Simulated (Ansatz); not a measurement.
**Ge2Sb2Te5: response to strain**

Consider Ge$_{2}$Sb$_{2}$Te$_{5}$ (space group P-3m1, No. 164; a = 4.224 Å, c = 16.872 Å). Axes: x lies along a and z along c of the hexagonal cell.

Strains are applied to the cell and any free atomic positions relax; under biaxial strain the out-of-plane vector relaxes too.

Computed with Kohn–Sham DFT with the PBEsol functional, run in Ansatz (an electronic-structure program) with PAW and 420 eV plane waves, scalar-relativistic without spin-orbit coupling, earlier PAW set.

Notes on the quantities. pressure: mean of the normal stresses, compression positive.

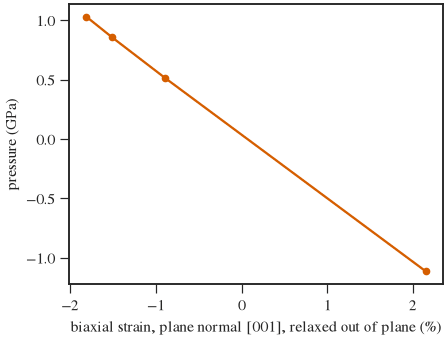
Pressure against biaxial strain, plane normal [001], relaxed out of plane

Q: From the plot, what is the pressure for biaxial strain −1.51 %, plane normal [001], relaxed out of plane?

A: About 0.9 GPa.

Q: Is the trend monotonic over the range shown?

A: Yes, it falls throughout, spanning -1.1 GPa to 1.0 GPa.

A case with no gap was solved on a k-mesh chosen for an insulator, which is coarse for it. Stability against distortions was not tested. All final runs are without spin polarisation.
